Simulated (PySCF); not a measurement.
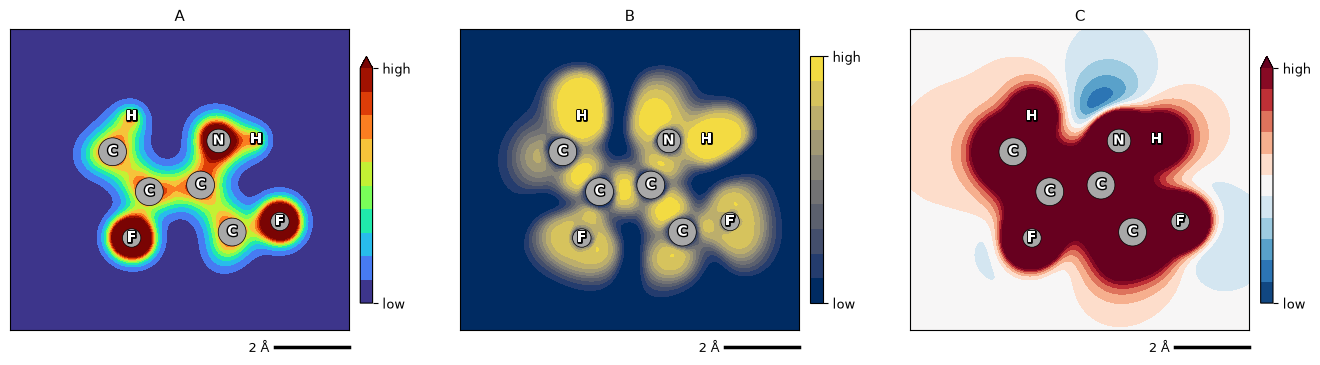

C$_{4}$H$_{5}$F$_{3}$N (SMILES [H]/N=C(/[C](C)F)C(F)F) (doublet): 3 fields on the plane of atoms C1, C2 and F3, with unlabelled colour scales. Grey discs cover the atomic cores.

Geometry: GFN2-xTB.

Theory: PySCF, UKS B3LYP, pcH-1 on C F H N, non-relativistic, mean-field spin-orbit, GIAO.

Q: The panels show electron density, electron localisation function and electrostatic potential in some order. Assign them.

A: Panel A: electron density. Panel B: electron localisation function. Panel C: electrostatic potential (strongly positive close to the atoms, with negative regions outside electron-rich atoms). From the grid: C–N (1.29 Å): the density is about 2.7 e/Å³ at the midpoint; the ELF peaks at about 0.90 between the atoms; a covalent bond. C–F (1.34 Å): ρ at the midpoint is about 2.3 e/Å³; the ELF peaks at about 0.85 between the atoms; a polar covalent bond.
